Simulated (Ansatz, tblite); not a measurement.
# The cluster Cu4: a ladder of methods and basis sets

Aim: run the singlet of the cluster Cu4 at one geometry on many levels, and compare frontier levels, spin and run time.

Computed with Ansatz 0.2.0, Gaussian basis. Level: as each input shows.

The runs, in order: GFN1-xTB, GFN2-xTB, PBE-D4/def2-TZVP, r2SCAN-D4/def2-TZVP, LDA/def2-TZVP, B2PLYP/def2-TZVP, PBE-D4/def2-SVP, PBE0-D4/def2-SVP, HF/STO-3G, PBE0-D4/def2-TZVPD, PBE-D4/def2-TZVPD, r2SCAN-D4/def2-TZVPD, CCSD(T)/def2-TZVP, RPA/def2-TZVP.

2 further runs of the same task are left out: 2 set aside as unsound or not needed. Runs told in other sessions of the task aren't counted.

## Step 1: The structure

The singlet was relaxed beforehand with PBE-D4/def2-SVP. At that level it is the lowest of the isomers that a small search found.

4 atoms, charge 0, spin multiplicity 1.

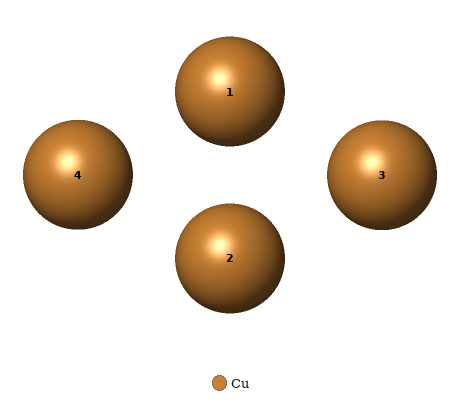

The geometry (copper orange); atoms are numbered from 1 in the order of the file.

Geometry (Å):

```mol
Cu4
  3D, bonds by distance, orders not assigned

  4  5  0  0  0  0  0  0  0  0999 V2000
    1.1114    0.2137    0.1100 Cu  0  0
   -1.1113   -0.2137   -0.1101 Cu  0  0
    0.3734   -2.0244    0.1595 Cu  0  0
   -0.3734    2.0244   -0.1594 Cu  0  0
  1  2  8  0
  1  3  8  0
  1  4  8  0
  2  3  8  0
  2  4  8  0
M  END
```

No spin-orbit coupling is included.

PBE0-D4/def2-TZVP was run before; its log isn't repeated, and its numbers join the tables.

## Step 2: GFN1-xTB

Tight binding, by tblite at 300 K electronic temperature and without a spin-polarisation term:

```python
tblite.interface.Calculator('GFN1-xTB', numbers, positions, charge=0, uhf=0).singlepoint()
```

Energy -491.3473 eV, HOMO -11.29 eV, LUMO -10.17 eV; 0.003 s.

## Step 3: GFN2-xTB

Tight binding, by tblite at 300 K electronic temperature and without a spin-polarisation term:

```python
tblite.interface.Calculator('GFN2-xTB', numbers, positions, charge=0, uhf=0).singlepoint()
```

Energy -422.2365 eV, HOMO -8.18 eV, LUMO -5.46 eV; 0.003 s.

## Step 4: PBE-D4/def2-TZVP

start.molden holds the orbitals of an earlier run on this state, given as this run's starting guess.

File in.yaml:

```yaml
crystal:
  periodic: [false, false, false]
  atoms:
    - {symbol: Cu, position_ang: [1.111359, 0.213672, 0.110043]}
    - {symbol: Cu, position_ang: [-1.111322, -0.213674, -0.110100]}
    - {symbol: Cu, position_ang: [0.373404, -2.024387, 0.159504]}
    - {symbol: Cu, position_ang: [-0.373441, 2.024379, -0.159447]}
basis:
  gaussian: {orbitals: def2-TZVP, initial_orbitals: start.molden}
hamiltonian: {xc: pbe, dispersion: d4}
scf: {omitted_lower_state_checks: [starts]}
output: {orbitals: {seedname: orbitals}}
```

The run is started by

```bash
$ ansatz run in.yaml --threads 4 --pin off --events-out ev --progress --plain --max-ram 4787MiB
```

What it wrote:

```text
Functional definition: PBE
  name "PBE"
  cite "Perdew, Burke & Ernzerhof, Phys. Rev. Lett. 77, 3865 (1996) doi:10.1103/PhysRevLett.77.3865"
  parent pbe
  parameter kappa = 0.804
  parameter beta = 0.06672455060314922
  exchange = pbe_x(kappa = kappa, mu = beta*pi^2/3)
  correlation = pbe_c(beta = beta)
these checks for a lower state are left out or cut short: starts
1812 factors; their error is unknown
mean field evaluation 1: about -178538.8913 eV, gradient 1.5e1 eV
mean field evaluation 2: about -178539.3086 eV, gradient 1.0e0 eV
mean field evaluation 4: about -178539.1987 eV, gradient 7.2e-2 eV
mean field -178539.19874402 eV, -6561.1945356273 hartree, gradient 8.5e-6 eV, S^2 0.000000; 0 other end points of the search recorded, 0 dependent functions left out
reference -178539.19878787 eV, -6561.1945372386 hartree; 58, 58 occupied and 122, 122 virtual orbitals, 1812 factors
Total energy: -178539.36760285 eV, -6561.2007410749 hartree
Checks for a lower state left out: starts
```

Run time: 2.9 s. Hardware: 4 threads of Arm Neoverse V2, shared host.

From the report: HOMO -4.49 eV, LUMO -3.54 eV.

## Step 5: r2SCAN-D4/def2-TZVP

Edit in.yaml of step 4 so:

```diff
@@ -9,3 +9,3 @@
   gaussian: {orbitals: def2-TZVP, initial_orbitals: start.molden}
-hamiltonian: {xc: pbe, dispersion: d4}
+hamiltonian: {xc: r2scan, dispersion: d4}
 scf: {omitted_lower_state_checks: [starts]}
```

The command is unchanged.

What it wrote:

```text
Functional definition: r2SCAN
  name "r2SCAN"
  cite "Furness, Kaplan, Ning, Perdew & Sun, J. Phys. Chem. Lett. 11, 8208 (2020) doi:10.1021/acs.jpclett.0c02405"
  cite "Furness, Kaplan, Ning, Perdew & Sun, J. Phys. Chem. Lett. 11, 9248 (2020) doi:10.1021/acs.jpclett.0c03077"
  parent r2scan
  parameter k0 = 0.174
  parameter k1 = 0.065
  parameter a1 = 4.9479
  exchange = r2scan_x(k0 = k0, k1 = k1, a1 = a1)
  correlation = r2scan_c
these checks for a lower state are left out or cut short: starts
1812 factors; their error is unknown
mean field evaluation 1: about -178563.5823 eV, gradient 9.6e0 eV
mean field evaluation 2: about -178563.7973 eV, gradient 7.2e-1 eV
mean field evaluation 4: about -178563.6951 eV, gradient 6.1e-2 eV
mean field -178563.69507514 eV, -6562.0947591916 hartree, gradient 1.8e-5 eV, S^2 0.000000; 0 other end points of the search recorded, 0 dependent functions left out
reference -178563.69508972 eV, -6562.0947597277 hartree; 58, 58 occupied and 122, 122 virtual orbitals, 1812 factors
Total energy: -178563.72558306 eV, -6562.0958803373 hartree
Checks for a lower state left out: starts
```

Wall time 7.5 s (4 threads of Arm Neoverse V2, shared host).

From the report: HOMO -4.47 eV, LUMO -3.32 eV.

## Step 6: LDA/def2-TZVP

Edit in.yaml of step 5 so:

```diff
@@ -9,3 +9,3 @@
   gaussian: {orbitals: def2-TZVP, initial_orbitals: start.molden}
-hamiltonian: {xc: r2scan, dispersion: d4}
+hamiltonian: {xc: lda}
 scf: {omitted_lower_state_checks: [starts]}
```

Launched as before.

What it wrote:

```text
Functional definition: SPW92
  name "SPW92"
  cite "Dirac, Proc. Camb. Phil. Soc. 26, 376 (1930) doi:10.1017/S0305004100016108"
  cite "Slater, Phys. Rev. 81, 385 (1951) doi:10.1103/PhysRev.81.385"
  cite "Perdew & Wang, Phys. Rev. B 45, 13244 (1992) doi:10.1103/PhysRevB.45.13244"
  exchange = slater_x
  correlation = pw_c
these checks for a lower state are left out or cut short: starts
1812 factors; their error is unknown
mean field evaluation 1: about -178265.1916 eV, gradient 3.4e1 eV
mean field evaluation 2: about -178265.7403 eV, gradient 9.9e-1 eV
mean field evaluation 4: about -178265.6387 eV, gradient 7.9e-2 eV
mean field -178265.63872034 eV, -6551.1413901828 hartree, gradient 1.8e-5 eV, S^2 0.000000; 0 other end points of the search recorded, 0 dependent functions left out
reference -178265.63876293 eV, -6551.1413917478 hartree; 58, 58 occupied and 122, 122 virtual orbitals, 1812 factors
Total energy: -178265.63876293 eV, -6551.1413917478 hartree
Checks for a lower state left out: starts
```

Wall time 1.8 s (4 threads of Arm Neoverse V2, shared host).

Report: HOMO -4.76 eV, LUMO -3.81 eV.

## Step 7: B2PLYP/def2-TZVP

Edit in.yaml of step 6 so:

```diff
@@ -9,4 +9,4 @@
   gaussian: {orbitals: def2-TZVP, initial_orbitals: start.molden}
-hamiltonian: {xc: lda}
+hamiltonian: {xc: {name: B2PLYP}}
+correlation: {frozen_orbitals: {Cu: 9}}
 scf: {omitted_lower_state_checks: [starts]}
-output: {orbitals: {seedname: orbitals}}
```

The command is unchanged.

What it wrote, shortened:

```text
Functional definition: B2PLYP
  name "B2PLYP"
  cite "Grimme, J. Chem. Phys. 124, 034108 (2006) doi:10.1063/1.2148954"
  cite "Becke, Phys. Rev. A 38, 3098 (1988) doi:10.1103/PhysRevA.38.3098"
  cite "Lee, Yang & Parr, Phys. Rev. B 37, 785 (1988) doi:10.1103/PhysRevB.37.785"
[...]
1892 factors; integrals over basis functions are off by at most 4.5e-4 eV
[...]
mean field -178515.72905220 eV, -6560.3320403611 hartree, gradient 2.7e-6 eV, S^2 0.000000; 0 other end points of the search recorded, 0 dependent functions left out
36 core orbitals not correlated: weight in the atoms' cores, before any rotation towards them, 1.000 or more for the frozen orbitals, at most 0.000 for the correlated occupied ones
reference -178515.72919113 eV, -6560.3320454669 hartree; 22, 22 occupied and 122, 122 virtual orbitals, 1892 factors
second order -60.04897920 eV of doubles, -0.00000000 eV of singles
Total energy: -178531.94241552 eV, -6560.9278704732 hartree
Checks for a lower state left out: starts
```

It took 9.5 s on 4 threads of Arm Neoverse V2, shared host; peak memory 0.62 GiB.

## Step 8: PBE-D4/def2-SVP

Edit in.yaml of step 7 so:

```diff
@@ -8,5 +8,5 @@
 basis:
-  gaussian: {orbitals: def2-TZVP, initial_orbitals: start.molden}
-hamiltonian: {xc: {name: B2PLYP}}
-correlation: {frozen_orbitals: {Cu: 9}}
+  gaussian: {orbitals: def2-SVP, initial_orbitals: start.molden}
+hamiltonian: {xc: pbe, dispersion: d4}
 scf: {omitted_lower_state_checks: [starts]}
+output: {orbitals: {seedname: orbitals}}
```

Launched as before.

What it wrote:

```text
Functional definition: PBE
  name "PBE"
  cite "Perdew, Burke & Ernzerhof, Phys. Rev. Lett. 77, 3865 (1996) doi:10.1103/PhysRevLett.77.3865"
  parent pbe
  parameter kappa = 0.804
  parameter beta = 0.06672455060314922
  exchange = pbe_x(kappa = kappa, mu = beta*pi^2/3)
  correlation = pbe_c(beta = beta)
these checks for a lower state are left out or cut short: starts
1536 factors; their error is unknown
mean field evaluation 1: about -178511.1832 eV, gradient 1.2e1 eV
mean field evaluation 2: about -178511.7058 eV, gradient 1.3e0 eV
mean field evaluation 4: about -178511.6449 eV, gradient 1.7e-1 eV
mean field evaluation 8: about -178511.6450 eV, gradient 1.6e-5 eV
mean field -178511.64496118 eV, -6560.1819527846 hartree, gradient 1.6e-5 eV, S^2 0.000000; 0 other end points of the search recorded, 0 dependent functions left out
reference -178511.64500550 eV, -6560.1819544133 hartree; 58, 58 occupied and 66, 66 virtual orbitals, 1536 factors
Total energy: -178511.81382049 eV, -6560.1881582496 hartree
Checks for a lower state left out: starts
```

It took 2 s on 4 threads of Arm Neoverse V2, shared host.

HOMO -4.01 eV, LUMO -3.14 eV.

## Step 9: PBE0-D4/def2-SVP

Edit in.yaml of step 8 so:

```diff
@@ -9,3 +9,3 @@
   gaussian: {orbitals: def2-SVP, initial_orbitals: start.molden}
-hamiltonian: {xc: pbe, dispersion: d4}
+hamiltonian: {xc: pbe0, dispersion: d4}
 scf: {omitted_lower_state_checks: [starts]}
```

Same command.

What it wrote, shortened:

```text
Functional definition: PBE0
  name "PBE0"
  cite "Adamo & Barone, J. Chem. Phys. 110, 6158 (1999) doi:10.1063/1.478522"
  cite "Perdew, Burke & Ernzerhof, Phys. Rev. Lett. 77, 3865 (1996) doi:10.1103/PhysRevLett.77.3865"
  parent pbe
[...]
1384 factors; integrals over basis functions are off by at most 1.2e-3 eV
[...]
mean field -178511.59465234 eV, -6560.1801039688 hartree, gradient 1.1e-5 eV, S^2 0.000000; 0 other end points of the search recorded, 0 dependent functions left out
reference -178511.59468578 eV, -6560.1801051977 hartree; 58, 58 occupied and 66, 66 virtual orbitals, 1384 factors
Total energy: -178511.73831390 eV, -6560.1853834337 hartree
Checks for a lower state left out: starts
```

Wall time 3.7 s (4 threads of Arm Neoverse V2, shared host).

Report: HOMO -4.47 eV, LUMO -2.31 eV.

## Step 10: HF/STO-3G

Edit in.yaml of step 9 so:

```diff
@@ -8,4 +8,4 @@
 basis:
-  gaussian: {orbitals: def2-SVP, initial_orbitals: start.molden}
-hamiltonian: {xc: pbe0, dispersion: d4}
+  gaussian: {orbitals: STO-3G}
+hamiltonian: {xc: hf}
 scf: {omitted_lower_state_checks: [starts]}
```

The command is unchanged.

What it wrote:

```text
Functional definition: HF
  name "HF"
  cite "Fock, Z. Phys. 61, 126 (1930) doi:10.1007/BF01340294"
  parent pbe
  exchange = exact_x
  correlation = 0
these checks for a lower state are left out or cut short: starts
619 factors; integrals over basis functions are off by at most 5.8e-4 eV
mean field evaluation 1: about -175905.6787 eV, gradient 3.0e2 eV
mean field evaluation 2: about -175914.7603 eV, gradient 3.0e2 eV
mean field evaluation 4: about -175953.7444 eV, gradient 3.8e2 eV
mean field evaluation 8: about -176279.5079 eV, gradient 6.0e1 eV
mean field evaluation 16: about -176366.7565 eV, gradient 7.0e-1 eV
mean field evaluation 32: about -176368.9543 eV, gradient 4.6e-3 eV
mean field -176368.95432779 eV, -6481.4395243753 hartree, gradient 1.9e-6 eV, S^2 0.000000; 0 other end points of the search recorded, 0 dependent functions left out
reference -176368.95432779 eV, -6481.4395243753 hartree; 58, 58 occupied and 14, 14 virtual orbitals, 619 factors
Total energy: -176368.95432779 eV, -6481.4395243753 hartree
Checks for a lower state left out: starts
```

It took 6 s on 4 threads of Arm Neoverse V2, shared host.

From the report: HOMO -5.54 eV, LUMO 0.46 eV.

## Step 11: PBE0-D4/def2-TZVPD

Edit in.yaml of step 10 so:

```diff
@@ -8,4 +8,4 @@
 basis:
-  gaussian: {orbitals: STO-3G}
-hamiltonian: {xc: hf}
+  gaussian: {orbitals: def2-TZVPD, initial_orbitals: start.molden}
+hamiltonian: {xc: pbe0, dispersion: d4}
 scf: {omitted_lower_state_checks: [starts]}
```

The command is unchanged.

What it wrote, shortened:

```text
Functional definition: PBE0
  name "PBE0"
  cite "Adamo & Barone, J. Chem. Phys. 110, 6158 (1999) doi:10.1063/1.478522"
  cite "Perdew, Burke & Ernzerhof, Phys. Rev. Lett. 77, 3865 (1996) doi:10.1103/PhysRevLett.77.3865"
  parent pbe
[...]
1912 factors; integrals over basis functions are off by at most 4.6e-4 eV
[...]
mean field -178538.14993749 eV, -6561.1559926983 hartree, gradient 2.5e-5 eV, S^2 0.000000; 0 other end points of the search recorded, 0 dependent functions left out
reference -178538.14997143 eV, -6561.1559939456 hartree; 58, 58 occupied and 134, 134 virtual orbitals, 1912 factors
Total energy: -178538.29359955 eV, -6561.1612721816 hartree
Checks for a lower state left out: starts
```

It took 6.5 s on 4 threads of Arm Neoverse V2, shared host; peak memory 0.68 GiB.

From the report: HOMO -4.87 eV, LUMO -2.63 eV.

## Step 12: PBE-D4/def2-TZVPD

Edit in.yaml of step 11 so:

```diff
@@ -9,3 +9,3 @@
   gaussian: {orbitals: def2-TZVPD, initial_orbitals: start.molden}
-hamiltonian: {xc: pbe0, dispersion: d4}
+hamiltonian: {xc: pbe, dispersion: d4}
 scf: {omitted_lower_state_checks: [starts]}
```

The command is unchanged.

What it wrote:

```text
Functional definition: PBE
  name "PBE"
  cite "Perdew, Burke & Ernzerhof, Phys. Rev. Lett. 77, 3865 (1996) doi:10.1103/PhysRevLett.77.3865"
  parent pbe
  parameter kappa = 0.804
  parameter beta = 0.06672455060314922
  exchange = pbe_x(kappa = kappa, mu = beta*pi^2/3)
  correlation = pbe_c(beta = beta)
these checks for a lower state are left out or cut short: starts
1876 factors; their error is unknown
mean field evaluation 1: about -178538.8352 eV, gradient 1.6e1 eV
mean field evaluation 2: about -178539.2757 eV, gradient 1.1e0 eV
mean field evaluation 4: about -178539.2222 eV, gradient 5.4e-2 eV
mean field -178539.22225251 eV, -6561.1953995483 hartree, gradient 8.1e-6 eV, S^2 0.000000; 0 other end points of the search recorded, 0 dependent functions left out
reference -178539.22229826 eV, -6561.1954012295 hartree; 58, 58 occupied and 134, 134 virtual orbitals, 1876 factors
Total energy: -178539.39111324 eV, -6561.2016050657 hartree
Checks for a lower state left out: starts
```

Wall time 3.5 s (4 threads of Arm Neoverse V2, shared host).

Report: HOMO -4.50 eV, LUMO -3.55 eV.

## Step 13: r2SCAN-D4/def2-TZVPD

Edit in.yaml of step 12 so:

```diff
@@ -9,3 +9,3 @@
   gaussian: {orbitals: def2-TZVPD, initial_orbitals: start.molden}
-hamiltonian: {xc: pbe, dispersion: d4}
+hamiltonian: {xc: r2scan, dispersion: d4}
 scf: {omitted_lower_state_checks: [starts]}
```

Same command.

What it wrote:

```text
Functional definition: r2SCAN
  name "r2SCAN"
  cite "Furness, Kaplan, Ning, Perdew & Sun, J. Phys. Chem. Lett. 11, 8208 (2020) doi:10.1021/acs.jpclett.0c02405"
  cite "Furness, Kaplan, Ning, Perdew & Sun, J. Phys. Chem. Lett. 11, 9248 (2020) doi:10.1021/acs.jpclett.0c03077"
  parent r2scan
  parameter k0 = 0.174
  parameter k1 = 0.065
  parameter a1 = 4.9479
  exchange = r2scan_x(k0 = k0, k1 = k1, a1 = a1)
  correlation = r2scan_c
these checks for a lower state are left out or cut short: starts
1876 factors; their error is unknown
mean field evaluation 1: about -178563.5262 eV, gradient 1.1e1 eV
mean field evaluation 2: about -178563.7573 eV, gradient 7.7e-1 eV
mean field evaluation 4: about -178563.7116 eV, gradient 6.1e-2 eV
mean field -178563.71155944 eV, -6562.0953649786 hartree, gradient 1.8e-5 eV, S^2 0.000000; 0 other end points of the search recorded, 0 dependent functions left out
reference -178563.71157568 eV, -6562.0953655755 hartree; 58, 58 occupied and 134, 134 virtual orbitals, 1876 factors
Total energy: -178563.74206902 eV, -6562.0964861850 hartree
Checks for a lower state left out: starts
```

Run time: 8 s. Hardware: 4 threads of Arm Neoverse V2, shared host.

Report: HOMO -4.48 eV, LUMO -3.33 eV.

## Step 14: CCSD(T)/def2-TZVP

Edit in.yaml of step 13 so:

```diff
@@ -8,4 +8,4 @@
 basis:
-  gaussian: {orbitals: def2-TZVPD, initial_orbitals: start.molden}
-hamiltonian: {xc: r2scan, dispersion: d4}
+  gaussian: {orbitals: def2-TZVP, initial_orbitals: start.molden}
+correlation: {method: ccsd_t, frozen_orbitals: {Cu: 9}}
 scf: {omitted_lower_state_checks: [starts]}
```

Launched as before.

What it wrote, shortened:

```text
Functional definition: HF
  name "HF"
  cite "Fock, Z. Phys. 61, 126 (1930) doi:10.1007/BF01340294"
  parent pbe
[...]
1892 factors; integrals over basis functions are off by at most 4.5e-4 eV
[...]
mean field -178390.14239540 eV, -6555.7168158494 hartree, gradient 1.5e-6 eV, S^2 0.000000; 1 other end points of the search recorded, 0 dependent functions left out; unrestricted orbitals would lower it
determinant -178390.14239540 eV, -6555.7168158494 hartree, with singles and doubles -178431.62905961 eV, -6557.2414226387 hartree
determinant -178387.38774361 eV, -6555.6155842636 hartree, with singles and doubles -178428.98537561 eV, -6557.1442690437 hartree
36 core orbitals not correlated: weight in the atoms' cores, before any rotation towards them, 1.000 or more for the frozen orbitals, at most 0.000 for the correlated occupied ones
reference -178390.14239540 eV, -6555.7168158494 hartree; 22, 22 occupied and 122, 122 virtual orbitals, 1892 factors
second order -47.86203206 eV of doubles, -0.00000000 eV of singles
cycle   1  -41.48628287 eV  change    3.8e-4 eV  update   8.2e-3
[...]
cycle  12  -41.49593150 eV  change   -2.9e-5 eV  update   1.9e-5
perturbative correction -1.95040100 eV, -0.0716759147 hartree
Total energy: -178433.58872790 eV, -6557.3134391198 hartree
Checks for a lower state left out: starts
```

Run time: 50 s. Hardware: 4 threads of Arm Neoverse V2, shared host; peak memory 1.8 GiB.

From the report: Hartree-Fock HOMO -5.28 eV, LUMO 0.10 eV; T1 0.031. Doubts: restricted state is unstable towards broken spin symmetry.

## Step 15: RPA/def2-TZVP

Edit in.yaml of step 14 so:

```diff
@@ -9,4 +9,4 @@
   gaussian: {orbitals: def2-TZVP, initial_orbitals: start.molden}
-correlation: {method: ccsd_t, frozen_orbitals: {Cu: 9}}
+hamiltonian: {xc: pbe}
+correlation: {method: rpa, frozen_orbitals: {Cu: 9}}
 scf: {omitted_lower_state_checks: [starts]}
-output: {orbitals: {seedname: orbitals}}
```

The command is unchanged.

What it wrote, shortened:

```text
Functional definition: PBE
  name "PBE"
  cite "Perdew, Burke & Ernzerhof, Phys. Rev. Lett. 77, 3865 (1996) doi:10.1103/PhysRevLett.77.3865"
  parent pbe
[...]
1892 factors; integrals over basis functions are off by at most 4.5e-4 eV
[...]
mean field -178539.19872275 eV, -6561.1945348456 hartree, gradient 1.5e-6 eV, S^2 0.000000; 0 other end points of the search recorded, 0 dependent functions left out
36 core orbitals not correlated: weight in the atoms' cores, before any rotation towards them, 1.000 or more for the frozen orbitals, at most 0.000 for the correlated occupied ones
reference -178384.70624807 eV, -6555.5170411198 hartree; 22, 22 occupied and 122, 122 virtual orbitals, 1892 factors
Total energy: -178443.64121564 eV, -6557.6828612305 hartree
Checks for a lower state left out: starts
```

Run time: 9.5 s. Hardware: 4 threads of Arm Neoverse V2, shared host; peak memory 0.56 GiB.

## Step 16: Levels side by side

| level | functions | HOMO (eV) | LUMO (eV) | gap (eV) | time |
| --- | --- | --- | --- | --- | --- |
| HF/STO-3G | 72 | -5.54 | 0.46 | 6.00 | 6 s |
| LDA/def2-TZVP | 180 | -4.76 | -3.81 | 0.95 | 1.8 s |
| PBE-D4/def2-SVP | 124 | -4.01 | -3.14 | 0.87 | 2 s |
| PBE-D4/def2-TZVP | 180 | -4.49 | -3.54 | 0.95 | 2.9 s |
| PBE-D4/def2-TZVPD | 192 | -4.50 | -3.55 | 0.95 | 3.5 s |
| r2SCAN-D4/def2-TZVP | 180 | -4.47 | -3.32 | 1.15 | 7.5 s |
| r2SCAN-D4/def2-TZVPD | 192 | -4.48 | -3.33 | 1.15 | 8 s |
| PBE0-D4/def2-SVP | 124 | -4.47 | -2.31 | 2.15 | 3.7 s |
| PBE0-D4/def2-TZVP | 180 | -4.86 | -2.62 | 2.24 | 7.5 s |
| PBE0-D4/def2-TZVPD | 192 | -4.87 | -2.63 | 2.24 | 6.5 s |

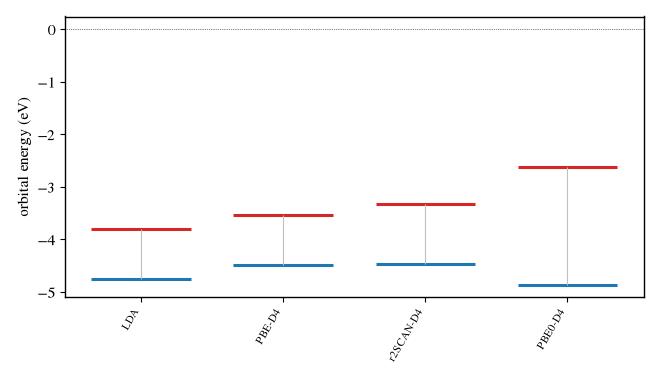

Highest filled (blue) and lowest empty (red) level in def2-TZVP.

Energy pieces by basis (eV):

| basis | HF | MP2 correlation | CCSD correlation | (T) | total |
| --- | --- | --- | --- | --- | --- |
| def2-TZVP | -178390.1424 | -47.8620 | -41.4959 | -1.9504 | -178433.5887 |

## Step 17: Binding energy

Free atoms were run apart at each level; binding is atoms less cluster, divided by the number of atoms, without zero-point or spin-orbit terms.

| level | binding an atom (eV) |
| --- | --- |
| HF/def2-TZVP | 0.167 |
| LDA/def2-TZVP | 1.889 |
| PBE-D4/def2-SVP | 1.964 |
| PBE-D4/def2-TZVP | 1.516 |
| PBE-D4/def2-TZVPD | 1.521 |
| r2SCAN-D4/def2-TZVP | 1.521 |
| r2SCAN-D4/def2-TZVPD | 1.525 |
| PBE0-D4/def2-SVP | 1.561 |
| PBE0-D4/def2-TZVP | 1.252 |
| PBE0-D4/def2-TZVPD | 1.255 |
| B2PLYP/def2-TZVP | 1.212 |
| RPA/def2-TZVP | 1.045 |
| MP2/def2-TZVP | 1.198 |
| CCSD/def2-TZVP | 1.033 |
| CCSD(T)/def2-TZVP | 1.203 |

## Step 18: What came out

| quantity | value |
| --- | --- |
| gap in def2-TZVP, named functionals, smallest and largest | 0.95 eV (PBE-D4), 2.24 eV (PBE0-D4) |
| correlation energy, CCSD(T)/def2-TZVP | -43.45 eV |
| binding an atom, functionals in def2-TZVP | 1.21 (B2PLYP) to 1.89 eV (LDA) |
| PBE0 total energy, smallest basis above largest | 26.56 eV (def2-SVP, def2-TZVPD) |

In words: Orbital gaps of the named functionals in def2-TZVP span 0.95 eV (PBE-D4) to 2.24 eV (PBE0-D4); exact exchange widens it. Notes on CCSD(T)/def2-TZVP and its Hartree-Fock reference, which MP2 shares: restricted state is unstable towards broken spin symmetry.

The slowest run with a step of its own, CCSD(T)/def2-TZVP, took 50 s; the quickest functional in def2-TZVP took 1.8 s (shared host).
